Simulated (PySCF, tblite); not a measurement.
# C4H11FN2Si: geometry, infrared bands and NMR shifts

Aim: predict the infrared bands and NMR shifts of C4H11FN2Si (`NC[C@@H]1C[Si@@H](CF)N1`).

Computed with tblite 0.8.0 and PySCF 2.14.0, with density-fitted response routines of our own, on a single molecule in the gas phase. Atoms are numbered from 0 throughout.

## Step 1: The starting structure

19 atoms, charge 0, multiplicity 1; geometry from: force field or distance geometry start.

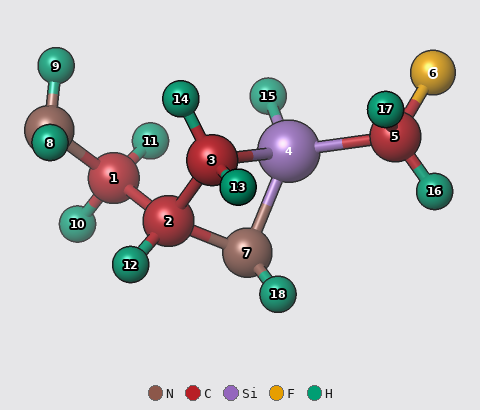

As it starts; nitrogen brown, carbon red, silicon purple, fluorine amber, hydrogen teal, atoms numbered.

## Step 2: Optimising the geometry with GFN2-xTB

What the job is given:

```
{"job": {"kind": "relax", "xc": "GFN2-xTB", "basis": "xTB"}, "charge": 0, "multiplicity": 1}
N      2.664000     0.327900     0.674400
C      1.617400    -0.685600     0.801400
C      0.834900    -0.752800    -0.456400
C      0.167600     0.553800    -0.778700
Si    -1.149800    -0.045800     0.395700
C     -2.804200     0.552700    -0.240000
F     -3.485300     1.041700     0.870400
N     -0.432300    -1.407100    -0.437500
H      2.727100     0.683800    -0.283400
H      2.508200     1.105100     1.369400
H      2.177500    -1.637000     0.988800
H      0.964500    -0.552700     1.680700
H      1.501600    -1.031700    -1.291600
H     -0.167800     0.671200    -1.818800
H      0.644900     1.474100    -0.373800
H     -0.926900     0.121500     1.827500
H     -3.401700    -0.217000    -0.705900
H     -2.595300     1.441900    -0.859900
H     -0.854200    -1.634600    -1.369900
```

On the command line:

```bash
OMP_NUM_THREADS=1 python probes_run.py task.json out
```

The driver reads the jobs from task.json and runs them one after another.

What it wrote:

```text
step      E/eV     max force
  0    -717.91420    4.635
  1    -718.45268    1.681
  2    -718.61670    1.260
  3    -718.77130    0.922
  4    -718.84661    0.988
  5    -718.93747    0.686
  6    -718.99772    0.619
  7    -719.06717    0.728
  8    -719.12634    0.636
  9    -719.17876    0.632
 10    -719.22965    0.593
 11    -719.27951    0.539
 12    -719.32027    0.540
 13    -719.35326    0.416
 14    -719.38636    0.489
 15    -719.42342    0.702
 16    -719.46311    0.480
 17    -719.43639    2.282
 18    -719.51192    0.334
 19    -719.53063    0.340
 20    -719.55635    1.292
 21    -719.57976    0.295
 22    -719.59691    0.347
 23    -719.61987    1.516
 24    -719.65952    0.386
 25    -719.67871    0.337
 26    -719.70225    1.024
 27    -719.72591    0.313
 28    -719.74396    0.241
 29    -719.77315    0.297
 30    -719.78268    0.294
 31    -719.79252    0.268
 32    -719.80003    0.213
 33    -719.80708    0.212
 34    -719.81243    0.185
 35    -719.81656    0.223
 36    -719.82024    0.252
 37    -719.82427    0.185
 38    -719.82822    0.183
 39    -719.83187    0.130
 40    -719.83584    0.167
 41    -719.84114    0.236
 42    -719.84807    0.225
 43    -719.85475    0.191
 44    -719.85959    0.164
 45    -719.86287    0.123
 46    -719.86548    0.129
 47    -719.86779    0.088
 48    -719.86978    0.102
 49    -719.87173    0.108
 50    -719.87400    0.120
 51    -719.87657    0.143
 52    -719.87912    0.129
 53    -719.88156    0.107
 54    -719.88420    0.109
 55    -719.88740    0.114
 56    -719.89099    0.129
 57    -719.89450    0.138
 58    -719.89759    0.117
 59    -719.90014    0.101
 60    -719.90217    0.090
 61    -719.90390    0.095
 62    -719.90556    0.091
 63    -719.90721    0.086
 64    -719.90879    0.095
 65    -719.91041    0.084
 66    -719.91237    0.117
 67    -719.91510    0.159
 68    -719.91807    0.113
 69    -719.92032    0.120
 70    -719.92184    0.135
 71    -719.92382    0.165
 72    -719.92686    0.225
 73    -719.93075    0.203
 74    -719.93343    0.101
 75    -719.93480    0.065
 76    -719.93547    0.068
 77    -719.93601    0.058
 78    -719.93667    0.046
 79    -719.93714    0.062
 80    -719.93765    0.063
 81    -719.93815    0.052
 82    -719.93873    0.051
 83    -719.93936    0.059
 84    -719.94004    0.053
 85    -719.94072    0.059
 86    -719.94144    0.070
 87    -719.94232    0.081
 88    -719.94351    0.080
 89    -719.94501    0.105
 90    -719.94655    0.086
 91    -719.94766    0.056
 92    -719.94827    0.052
 93    -719.94866    0.048
 94    -719.94899    0.039
 95    -719.94924    0.035
 96    -719.94938    0.045
 97    -719.94949    0.034
 98    -719.94956    0.017
 99    -719.94962    0.013
100    -719.94966    0.013
101    -719.94970    0.011
102    -719.94972    0.009
```

Run time: 2.8 s. Hardware: 1 thread of Intel Xeon at 2.50GHz, shared host; peak memory 0.18 GiB.

Relaxation path: (not every step is listed)

```
step  energy from step 0 (eV)  largest force (eV/Å)
   0                   0.0000                4.6350
   1                  -0.5385                1.6812
   2                  -0.7025                1.2597
   3                  -0.8571                0.9225
   4                  -0.9324                0.9877
   5                  -1.0233                0.6857
   6                  -1.0835                0.6186
   7                  -1.1530                0.7280
   8                  -1.2121                0.6365
  16                  -1.5489                0.4803
  24                  -1.7453                0.3858
  32                  -1.8858                0.2129
  40                  -1.9216                0.1670
  48                  -1.9556                0.1019
  56                  -1.9768                0.1290
  64                  -1.9946                0.0953
  72                  -2.0127                0.2246
  80                  -2.0234                0.0632
  88                  -2.0293                0.0802
  96                  -2.0352                0.0453
  97                  -2.0353                0.0337
  98                  -2.0354                0.0173
  99                  -2.0354                0.0132
 100                  -2.0355                0.0126
 101                  -2.0355                0.0108
 102                  -2.0355                0.0085
```

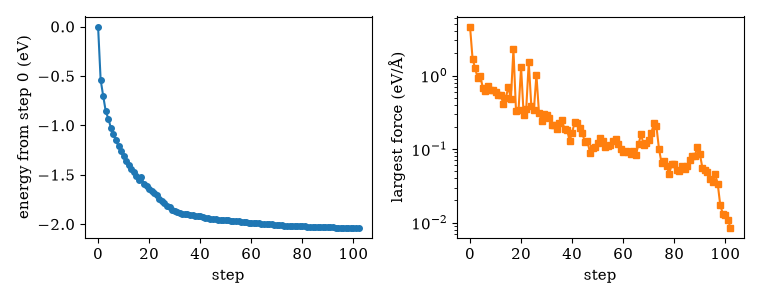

Energy and largest force along the relaxation.

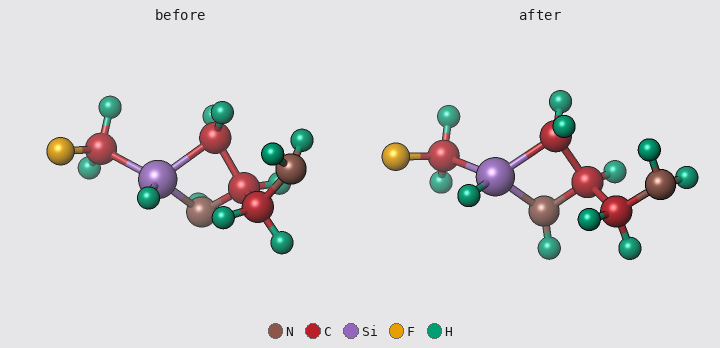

The geometry before (left) and after (right).

Distances of close pairs at the start and the end, largest changes first:

| bond | before (Å) | after (Å) | change (Å) |
| --- | --- | --- | --- |
| C1–C2 | 1.483 | 1.533 | +0.050 |
| C3–Si4 | 1.864 | 1.911 | +0.047 |
| Si4–C5 | 1.871 | 1.914 | +0.044 |
| N7–H18 | 1.048 | 1.007 | -0.041 |
| N0–H9 | 1.054 | 1.015 | -0.039 |
| C2–C3 | 1.502 | 1.536 | +0.034 |
| C2–N7 | 1.426 | 1.459 | +0.033 |
| Si4–N7 | 1.750 | 1.721 | -0.029 |

The next job starts from the end point, and lists it.

## Step 3: Vibrational analysis with GFN2-xTB

What the job is given:

```
{"job": {"kind": "ir", "xc": "GFN2-xTB", "basis": "xTB"}, "charge": 0, "multiplicity": 1}
N      3.092805    -0.060406     0.456550
C      1.817602    -0.729028     0.630621
C      0.757906    -0.383423    -0.421530
C      0.176947     1.030088    -0.263309
Si    -1.418693     0.209490     0.393023
C     -3.092129     0.392427    -0.518727
F     -4.055366     0.821590     0.373114
N     -0.496100    -1.103747    -0.227179
H      3.492956    -0.306971    -0.443294
H      2.959012     0.945795     0.463741
H      2.002658    -1.807968     0.612340
H      1.427051    -0.468839     1.618652
H      1.166688    -0.583139    -1.421282
H      0.105128     1.562363    -1.207018
H      0.728372     1.648239     0.438123
H     -1.671085     0.376388     1.828791
H     -3.447367    -0.559167    -0.918049
H     -3.080230     1.124901    -1.327822
H     -0.475958    -2.099343    -0.074207
```

What it wrote:

```text
mode    cm-1     km/mol
  1     -21.3      4.91
  2      56.3      0.92
  3      95.0      0.52
  4     127.2      2.74
  5     168.4     12.56
  6     235.6      3.08
  7     260.9      9.65
  8     297.6     40.48
  9     405.7      6.24
 10     441.1      5.23
 11     487.0     77.60
 12     538.7     78.63
 13     577.8     36.33
 14     685.4     88.14
 15     708.2     14.56
 16     729.2     53.79
 17     757.8     99.18
 18     785.0    124.63
 19     856.0     11.44
 20     920.5     78.16
 21     925.4    141.07
 22     986.2    104.96
 23    1028.9      8.48
 24    1032.3     43.13
 25    1054.7     14.38
 26    1090.0     38.68
 27    1121.3      5.34
 28    1156.8      8.34
 29    1180.5      0.58
 30    1200.9     17.67
 31    1227.3     74.58
 32    1265.1     11.87
 33    1276.3      3.46
 34    1305.1     18.70
 35    1321.9     28.80
 36    1336.2      4.81
 37    1444.0      2.80
 38    1466.0      1.04
 39    1484.5      1.04
 40    1573.7     30.36
 41    2229.1    316.61
 42    2872.5     84.63
 43    2944.8     51.09
 44    2961.6     49.64
 45    2966.7     34.79
 46    2972.1     23.56
 47    3022.1     50.50
 48    3030.3     23.71
 49    3378.8     11.88
 50    3408.7      7.91
 51    3454.0      7.15
```

Run time: 2.1 s. Hardware: 1 thread of Intel Xeon at 2.50GHz, shared host; peak memory 0.18 GiB.

Which atoms move in the most intense modes:

```csv
cm⁻¹,km/mol,atoms
539,78.6,H15 77 %
685,88.1,"H15 48 %, H16 10 %"
758,99.2,"C3 26 %, H13 24 %, Si4 13 %"
785,124.6,"Si4 27 %, C3 19 %, H14 13 %"
925,141.1,"N7 32 %, H18 23 %, Si4 22 %"
986,105.0,"H9 23 %, N0 21 %, H8 17 %"
2229,316.6,H15 97 %
2872,84.6,H12 93 %
```

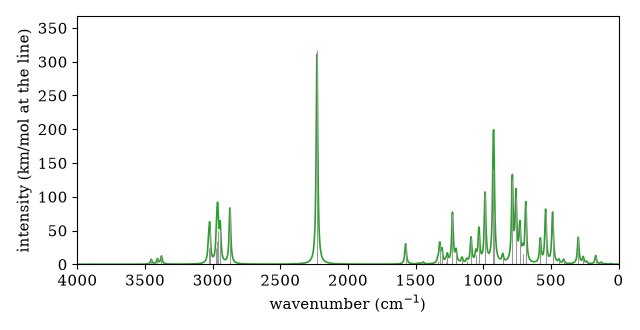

The infrared spectrum from these modes, unscaled. Lines are broadened to a width of 14 cm⁻¹ (Lorentzian).

## Step 4: Shielding tensors: PBE0/pcSseg-1

The job, as its differences from that of step 3:

```diff
@@ -1,2 +1,2 @@
-{"job": {"kind": "ir", "xc": "GFN2-xTB", "basis": "xTB"}, "charge": 0, "multiplicity": 1}
+{"job": {"kind": "nmr", "xc": "PBE0", "basis": "pcSseg-1"}, "charge": 0, "multiplicity": 1}
 N      3.092805    -0.060406     0.456550
```

Level: GIAO PBE0/pcSseg-1 NMR shielding, non-relativistic, gas phase.

What it wrote:

```text
coarse grid: 16000 points
cycle   1  E = -657.1462359781  dE =  9.234e-01  |g| = 6.624e-01  |ddm| = 3.839e+00
cycle   2  E = -657.0885726210  dE =  5.766e-02  |g| = 8.762e-01  |ddm| = 1.250e+00
cycle   3  E = -657.2353055823  dE = -1.467e-01  |g| = 7.423e-02  |ddm| = 7.361e-01
cycle   4  E = -657.2361920231  dE = -8.864e-04  |g| = 3.795e-02  |ddm| = 9.597e-02
cycle   5  E = -657.2365003663  dE = -3.083e-04  |g| = 7.748e-03  |ddm| = 3.729e-02
cycle   6  E = -657.2365105529  dE = -1.019e-05  |g| = 3.202e-03  |ddm| = 9.195e-03
cycle   7  E = -657.2365127577  dE = -2.205e-06  |g| = 4.434e-04  |ddm| = 2.898e-03
final grid: 149440 points
cycle   8  E = -657.2862043315  dE = -4.847e-05  |g| = 1.045e-02  |ddm| = 3.252e-02
cycle   9  E = -657.2861891801  dE =  1.515e-05  |g| = 1.359e-02  |ddm| = 2.099e-02
cycle  10  E = -657.2862295931  dE = -4.041e-05  |g| = 1.165e-03  |ddm| = 1.175e-02
cycle  11  E = -657.2862298260  dE = -2.329e-07  |g| = 3.301e-04  |ddm| = 1.175e-03
cycle  12  E = -657.2862298455  dE = -1.952e-08  |g| = 8.860e-05  |ddm| = 3.513e-04
cycle  13  E = -657.2862298470  dE = -1.464e-09  |g| = 3.214e-05  |ddm| = 1.103e-04
cycle  14  E = -657.2862298472  dE = -1.955e-10  |g| = 5.059e-06  |ddm| = 2.855e-05
converged SCF energy = -657.2862298472

GIAO shielding tensors (ppm)
atom      isotropic    diamagn.    paramagn.     s11        s22        s33       span
  0 N      236.223     316.915     -80.693    205.807    240.545    262.316     56.508
  1 C      128.374     247.794    -119.420    102.431    129.690    153.001     50.570
  2 C      123.159     248.007    -124.848    102.944    120.076    146.456     43.512
  3 C      167.829     255.259     -87.430    150.862    158.157    194.468     43.606
  4 Si     337.823     880.047    -542.224    300.920    331.359    381.190     80.270
  5 C      105.236     251.287    -146.051     62.212     80.816    172.681    110.469
  6 F      475.958     469.108       6.850    433.935    487.573    506.365     72.430
  7 N      216.429     325.589    -109.160    169.986    223.950    255.352     85.366
  8 H       31.437      31.235       0.203     24.839     28.231     41.242     16.403
  9 H       30.871      32.385      -1.514     23.749     29.951     38.913     15.164
 10 H       28.880      30.889      -2.009     23.823     29.796     33.021      9.198
 11 H       29.294      31.324      -2.031     25.245     30.051     32.585      7.341
 12 H       28.406      33.659      -5.253     24.753     27.361     33.103      8.350
 13 H       29.999      32.807      -2.808     26.912     27.299     35.786      8.874
 14 H       30.768      33.239      -2.472     26.878     29.798     35.627      8.749
 15 H       25.819      29.155      -3.336     22.463     24.975     30.018      7.555
 16 H       26.840      29.542      -2.701     22.893     27.192     30.436      7.544
 17 H       26.701      29.839      -3.138     22.648     26.978     30.476      7.828
 18 H       31.311      34.698      -3.388     23.565     28.518     41.849     18.284
```

Wall time 82 s (1 thread of Intel Xeon at 2.50GHz, shared host); peak memory 0.87 GiB.

The references, computed at this level on geometries of the same kind, shield at (ppm): 1H TMS 31.72, 13C TMS 186.9, 29Si TMS 349.2, 19F CFCl3 170.9, 15N NH3 267.7. Their shielding less the atom's gives the shift. The references are single molecules in the gas phase, so shifts against H2O, NH3, PH3, H3PO4 or CFCl3 are not on the usual liquid scales and can be off by tens of ppm. Atoms listed in one row are averaged.

```
 atoms                                                   environment  σ (ppm)  δ (ppm)  δ scaled to CDCl3
    C5                                    sp3 CH2 bonded to F and Si    105.2     81.7               77.8
    C2                                            sp3 CH bonded to N    123.2     63.8               60.3
    C1                                           sp3 CH2 bonded to N    128.4     58.6               55.2
    C3                                          sp3 CH2 bonded to Si    167.8     19.1               16.7
   H15  hydrogen on a silicon bonded to 2 C, N, in a 4-membered ring    25.82     5.90                  –
   H17                     hydrogen on an sp3 CH2 bonded to F and Si    26.70     5.02               4.83
   H16                     hydrogen on an sp3 CH2 bonded to F and Si    26.84     4.88               4.70
   H12                             hydrogen on an sp3 CH bonded to N    28.41     3.31               3.23
   H10                            hydrogen on an sp3 CH2 bonded to N    28.88     2.84               2.78
   H11                            hydrogen on an sp3 CH2 bonded to N    29.29     2.42               2.39
   H13                           hydrogen on an sp3 CH2 bonded to Si    30.00     1.72               1.72
   H14                           hydrogen on an sp3 CH2 bonded to Si    30.77     0.95               1.00
H8, H9                                 hydrogen on an amine nitrogen    31.15     0.56                  –
   H18  hydrogen on a nitrogen bonded to C, Si, in a 4-membered ring    31.31     0.41                  –
    N7             nitrogen bonded to C, Si, H, in a 4-membered ring    216.4     51.3                  –
    N0                                                amine nitrogen    236.2     31.5                  –
   Si4             silicon bonded to 2 C, N, H, in a 4-membered ring    337.8     11.3                  –
    F6                                     fluorine on an sp3 carbon    476.0   -305.0                  –
```

The scaled column applies a straight-line fit of computed shieldings to shifts measured in CDCl3, and one for carbons that bear F (root-mean-square error 0.16 ppm for H, 1.9 ppm for C).

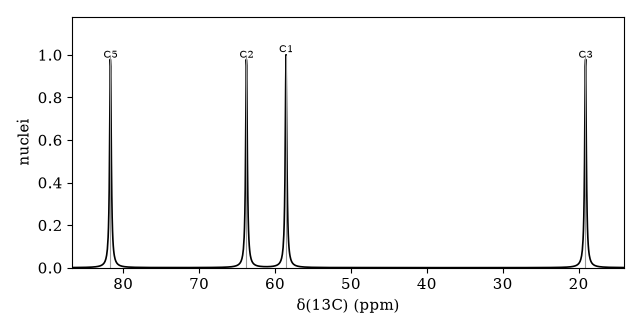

13C lines at the computed shifts, without couplings. Lines are broadened to a width of 0.25 ppm (Lorentzian).

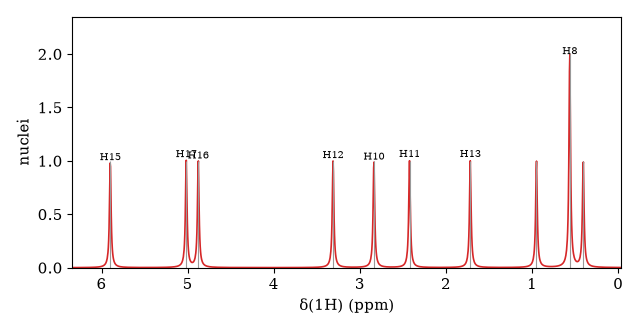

1H lines at the computed shifts, without couplings. Lines are broadened to a width of 0.02 ppm (Lorentzian).

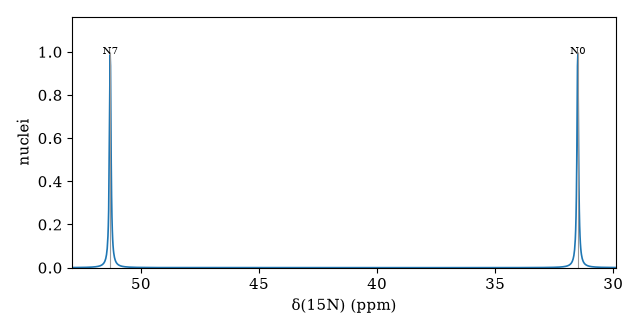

15N lines at the computed shifts, without couplings. Lines are broadened to a width of 0.08 ppm (Lorentzian).

Charges from the same density, by scheme (e):

```csv
atoms,Mulliken,IAO,Hirshfeld,ESP fit
N0,-0.45,-0.57,-0.24,-0.87
C1,0.00,-0.15,-0.03,0.00
C2,-0.09,0.00,0.01,0.45
C3,-0.49,-0.56,-0.17,-0.91
Si4,0.88,1.02,0.40,0.89
C5,-0.16,-0.26,-0.07,0.01
F6,-0.35,-0.33,-0.14,-0.28
N7,-0.61,-0.69,-0.25,-0.94
```

Hirshfeld charges:

N0 -0.24; C1 -0.03; C2 0.01; C3 -0.17; Si4 0.40; C5 -0.07; F6 -0.14; N7 -0.25; H8 0.11; H9 0.10; H10 0.04; H11 0.04; H12 0.02; H13 0.04; H14 0.03; H15 -0.08; H16 0.04; H17 0.04; H18 0.11

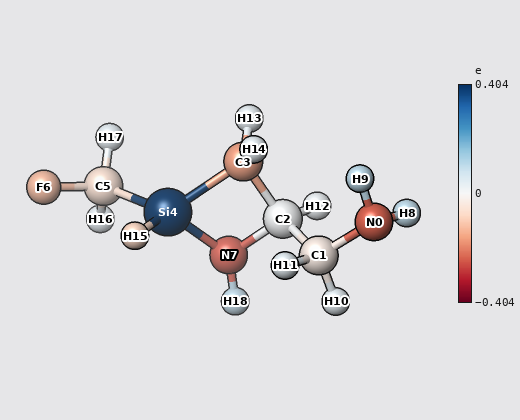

Hirshfeld charges, as colours on the atoms.

Mayer bond orders: N0–C1 1.03, C1–C2 0.98, C2–C3 0.96, C3–Si4 0.90, Si4–C5 0.88, C5–F6 0.83, Si4–N7 1.02, N7–C2 0.93.

Ring of atoms C2, C3, Si4, N7: NICS(0) -4.4, NICS(1) -1.5, NICS(1)zz 2.0 ppm (means of both faces).

## Step 5: Results

| quantity | value |
| --- | --- |
| strongest single infrared mode (GFN2-xTB) | 2229 cm⁻¹, 317 km/mol |
| zero-point energy (GFN2-xTB) | 95.6 kcal/mol |
| 13C shifts against TMS (PBE0/pcSseg-1) | 81.7, 63.8, 58.6, 19.1 ppm |
| 1H shifts against TMS (PBE0/pcSseg-1, means over atoms taken as alike) | 5.90, 5.02, 4.88, 3.31, 2.84, 2.42, 1.72, 0.95, 0.56, 0.41 ppm |
| 15N shifts against NH3 (PBE0/pcSseg-1) | 51.3, 31.5 ppm |
| 29Si shifts against TMS (PBE0/pcSseg-1) | 11.3 ppm |
| 19F shifts against CFCl3 (PBE0/pcSseg-1) | -305.0 ppm |

What this shows: Relaxing lowered the energy by 2.036 eV in 102 steps; the close pair that moved most is C1–C2, from 1.483 to 1.533 Å. The lowest mode is imaginary (21i cm⁻¹), so the xTB geometry is not a minimum. The strongest single mode, at 2229 cm⁻¹, moves mainly H15. GFN2-xTB is a fitted tight-binding method: band positions and strengths are rough. Its intensities can rank the bands wrongly. At PBE0/pcSseg-1: The largest span, 110 ppm, is at C5, where the paramagnetic term is -146 ppm.
